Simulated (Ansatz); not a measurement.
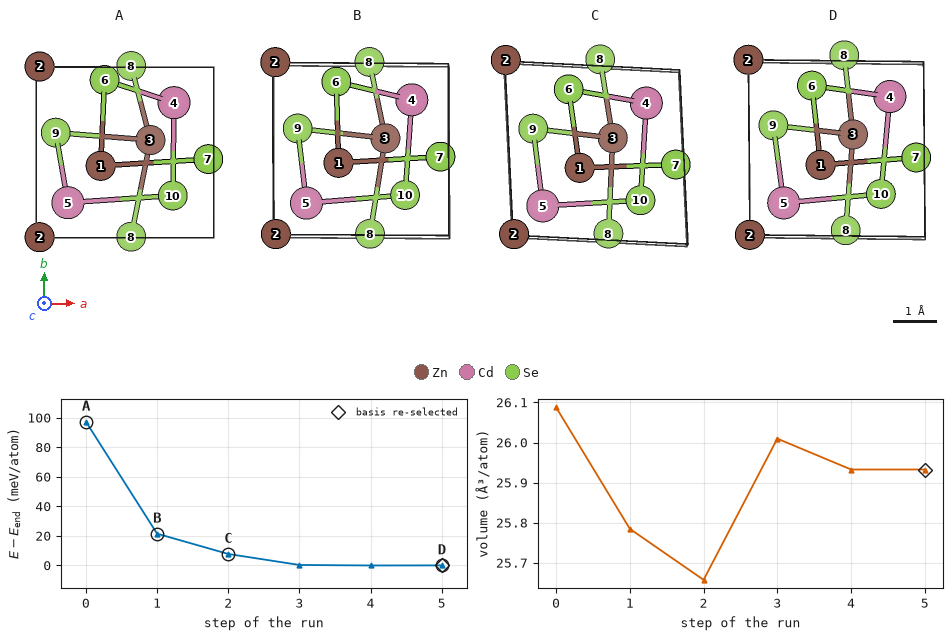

Frames of a relaxation of a crystal of Zn₃Cd₂Se₅ (a generated structure, set up in P1) (coarse preliminary run), marked on the history of the run. The picture is a ball-and-stick view of the cell of the calculation, seen along the c axis.

The calculation used DFT PBE, scalar-relativistic, plane waves, PAW in Ansatz. Settings: plane-wave cutoff 420 eV; k-point mesh 4 × 4 × 4; occupations gaussian; smearing width 0.1 eV; no spin polarisation; cell and atoms relaxed; force threshold 0.025 eV/Å; at most 60 steps.

Q: What happens along the run?

A: Se6 moves most relative to the cell: 0.33 Å in a general direction near [−1 −2 0]. Largest moves by element: Se 0.33 Å, Zn 0.23 Å, Cd 0.14 Å. The volume changes by −0.6 %, with a 4.243 → 4.181 Å (−1.5 %), b 4.084 → 4.181 Å (+2.4 %), c 15.382 → 15.125 Å (−1.7 %), α 98.8° → 97.9°, γ 88.9° → 90.0°. Near-neighbour distances that change, for instance: Zn3–Se9 2.824 → 2.499 Å, Zn1–Se6 2.802 → 2.499 Å, Zn1–Se7 2.779 → 2.505 Å, Zn3–Se9 (another image) 2.274 → 2.499 Å. Bond angles that change, for instance: Zn1–Se6–Cd4 126.6° → 109.8°, Zn1–Se6–Cd4 96.6° → 109.8°, Se6–Cd4–Se10 100.4° → 112.5°. The space group (tolerance 0.01 Å) goes from P1 (No. 1) to I-4m2 (No. 119). After 4 accepted moves (5 points after the start) the energy has fallen by 97.3 meV per atom. Largest force component: 1.5 eV/Å at the start, 0.0062 eV/Å at the end. Pressure: 1.38 GPa at the start and 0.00 GPa at the end. The SCF was repeated once at an unchanged geometry on a basis and grid sized afresh for the cell, which shifted the energy by less than 0.05 meV per atom at most. From step 0 to 1: Se6 moves most (0.19 Å), volume −1.2 %, energy −75.9 meV per atom. From step 1 to 2: Zn3 moves most (0.18 Å), volume −0.5 %, energy −13.7 meV per atom. From step 2 to 5: Cd5 moves most (0.06 Å), volume +1.1 %, energy −7.7 meV per atom.

| step | E − E(0), meV/atom | largest force component, eV/Å | pressure, GPa | volume, Å³/atom | note |
| --- | --- | --- | --- | --- | --- |
| 0 | 0.00 | 1.4633 | 1.38 | 26.088 |  |
| 1 | -75.86 | 0.7807 | 0.66 | 25.785 |  |
| 2 | -89.60 | 0.0538 | 0.47 | 25.658 |  |
| 3 | -97.06 | 0.0432 | -0.16 | 26.010 |  |
| 4 | -97.40 | 0.0062 | 0.00 | 25.933 |  |
| 5 | -97.35 | 0.0062 | 0.00 | 25.933 | same geometry, new basis |
